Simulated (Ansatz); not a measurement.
**SO2 (sulfur dioxide) at 6 levels**

Aim: a comparison of 6 runs (CAM-B3LYP/STO-3G, PBE0/STO-3G, UPBE/STO-3G, r2SCAN0/STO-3G, CCSD/STO-3G, UCCSD(T)/STO-3G) of SO2 (sulfur dioxide). 

The calculation is run with Ansatz 0.2.0.

57 further runs of the same task are left out: 19 that didn't finish, 38 set aside as unsound or not needed.

**1. The structure to begin with**

SO2 has 3 atoms, charge 0, and is taken as a singlet. SMILES: `O=S=O`. The O3–S2 distance was set to 2.147 Å, away from the relaxed value.

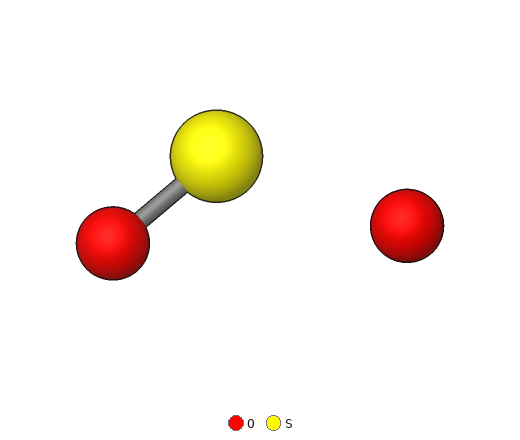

The structure, seen from a chosen angle (oxygen red, sulfur yellow).

**2. The energy at CAM-B3LYP/STO-3G (run 1)**

Input file run.yaml:

```yaml
crystal:
  periodic: [false, false, false]
  atoms:
    - {symbol: O, position_ang: [-1.192110, 1.326229, -0.502475]}
    - {symbol: S, position_ang: [0.051830, 1.037709, 0.143825]}
    - {symbol: O, position_ang: [0.704900, -1.003280, 0.272720]}
basis:
  gaussian:
    orbitals: STO-3G
hamiltonian:
  xc: {name: CAM-B3LYP}
accuracy: high
```

Started as:

```bash
$ ansatz run run.yaml --threads 1 --pin off --max-ram 3480MiB --events-out events.jsonl --progress --plain --runs-dir runs
```

The log of the run:

```text
Warning: RAYON_NUM_THREADS=1 ignored (pool sized by the plan → 1); use --threads N
Functional definition: CAM-B3LYP
  name "CAM-B3LYP"
  parameter alpha = 0.19
  parameter beta = 0.46
  parameter omega = 0.33/bohr
  parameter ac = 0.81
  exchange = (1 - alpha - beta)*b88_x + beta*b88_x_sr(omega) + alpha*exact_x + beta*exact_x_lr(omega)
  correlation = (1 - ac)*vwn5_c + ac*lyp_c
325 factors; integrals over basis functions are off by at most 3.7e-8 eV
134 factors; integrals over basis functions are off by at most 9.9e-10 eV
mean field evaluation 1: about -14721.2378 eV, gradient 5.5e1 eV
mean field evaluation 2: about -14530.5100 eV, gradient 7.6e1 eV
mean field evaluation 4: about -14668.2635 eV, gradient 1.2e2 eV
mean field evaluation 8: about -14742.0345 eV, gradient 5.8e-3 eV
mean field evaluation 16: about -14740.7442 eV, gradient 6.8e0 eV
mean field -14742.03092397 eV, -541.7596439486 hartree, gradient 3.3e-8 eV, S^2 0.000000; 1 other end points of the search recorded, 0 dependent functions left out
reference -14742.03093311 eV, -541.7596442842 hartree; 16, 16 occupied and 3, 3 virtual orbitals, 325 factors
Total energy: -14742.03093311 eV, -541.7596442842 hartree
```

Wall time 1.2 s (1 thread of Arm Neoverse V1, shared host).

**3. A single-point energy at PBE0/STO-3G (run 2)**

run.yaml: that of step 2 with these lines changed.

```diff
@@ -10,3 +10,3 @@
 hamiltonian:
-  xc: {name: CAM-B3LYP}
+  xc: {name: PBE0}
 accuracy: high
```

Started as:

```bash
$ ansatz run run.yaml --threads 1 --pin off --max-ram 3480MiB --events-out events.jsonl --progress --plain --runs-dir runs
```

The log of the run:

```text
Warning: RAYON_NUM_THREADS=1 ignored (pool sized by the plan → 1); use --threads N
Functional definition: PBE0
  name "PBE0"
  parameter a = 0.25
  parameter kappa = 0.804
  parameter beta = 0.06672455060314922
  exchange = (1 - a)*pbe_x(kappa = kappa, mu = beta*pi^2/3) + a*exact_x
  correlation = pbe_c(beta = beta)
325 factors; integrals over basis functions are off by at most 3.7e-8 eV
mean field evaluation 1: about -14716.3077 eV, gradient 5.6e1 eV
mean field evaluation 2: about -14522.1137 eV, gradient 6.1e1 eV
mean field evaluation 4: about -14646.3611 eV, gradient 1.3e2 eV
mean field evaluation 8: about -14737.5718 eV, gradient 1.6e-1 eV
mean field evaluation 16: about -14736.0096 eV, gradient 1.4e1 eV
mean field -14737.57204689 eV, -541.5957832381 hartree, gradient 1.8e-8 eV, S^2 0.000000; 1 other end points of the search recorded, 0 dependent functions left out
reference -14737.57204762 eV, -541.5957832647 hartree; 16, 16 occupied and 3, 3 virtual orbitals, 325 factors
Total energy: -14737.57204762 eV, -541.5957832647 hartree
```

Wall time 0.99 s (1 thread of Arm Neoverse V1, shared host).

Runs 3 to 5 aren't shown in full; the table further down has their settings and results.

**4. A single-point energy at UCCSD(T)/STO-3G (run 6)**

Input file input.yaml:

```yaml
crystal:
  periodic: [false, false, false]
  atoms:
    - symbol: O
      position_ang: [-1.192110, 1.326229, -0.502475]
    - symbol: S
      position_ang: [0.051830, 1.037709, 0.143825]
    - symbol: O
      position_ang: [0.704900, -1.003280, 0.272720]
basis:
  gaussian: {orbitals: STO-3G}
magnetization: {spin_polarized: true, initial_magnetization: 0}
correlation: {method: ccsd_t, frozen_orbitals: {O: 1, S: 5}}
accuracy: high
scf: {omitted_lower_state_checks: [cluster_reference, increment]}
```

Started as:

```bash
$ ansatz run input.yaml --threads 1 --pin off --max-ram 3480MiB --events-out events.jsonl --progress --plain --runs-dir runs
```

The log of the run:

```text
Warning: RAYON_NUM_THREADS=1 ignored (pool sized by the plan → 1); use --threads N
[... 19 lines left out ...]
7 core orbitals not correlated: weight in the atoms' cores, before any rotation towards them, 1.000 or more for the frozen orbitals, at most 0.000 for the correlated occupied ones
[... 60 lines left out ...]
Total energy: -14716.63692275 eV, -540.8264316162 hartree
Checks for a lower state left out: cluster_reference, increment
```

It took 1.3 s on 1 thread of Arm Neoverse V1, shared host.

**5. Overview of the runs**

```tsv
run	level	frozen core orbitals	energy (Eh)	wall time
1	CAM-B3LYP/STO-3G	–	-541.759644	1.2 s
2	PBE0/STO-3G	–	-541.595783	0.99 s
3	UPBE/STO-3G	–	-541.608956	7.8 s
4	r2SCAN0/STO-3G	–	-541.776765	2.4 s
5	CCSD/STO-3G	7	-540.704516	0.6 s
6	UCCSD(T)/STO-3G	7	-540.826432	1.3 s
```

**6. Summary of results**

| quantity | value |
| --- | --- |
| run 6: total energy | -540.82643 Eh |
| run 6: correlation energy (7 core orbitals frozen) | -89.8 mEh |
| run 6: (T) correction | -2.69 mEh |
| run 6: ⟨S²⟩ of the reference determinant | 1.817 |
| run 6: T1 diagnostic | 0.043 |

What this shows: Totals of different functionals can't be ranked against each other. In run 5 the T1 diagnostic is large, so a single reference may not serve. In run 5 the log says that unrestricted orbitals would lower the reference, so the values rest on an unstable closed-shell determinant (other closed-shell runs at this shape may share the fault). In runs 1, 2, 3, 4, 5, 6 the basis is minimal, so the values are rough. Spin contamination of the reference: run 6 ⟨S²⟩ = 1.82, run 3 ⟨S²⟩ = 1.00. Where it is this large, the reference is a mixture of spin states, and values that rest on it are in doubt. All runs together took 14 s, the longest 7.8 s.
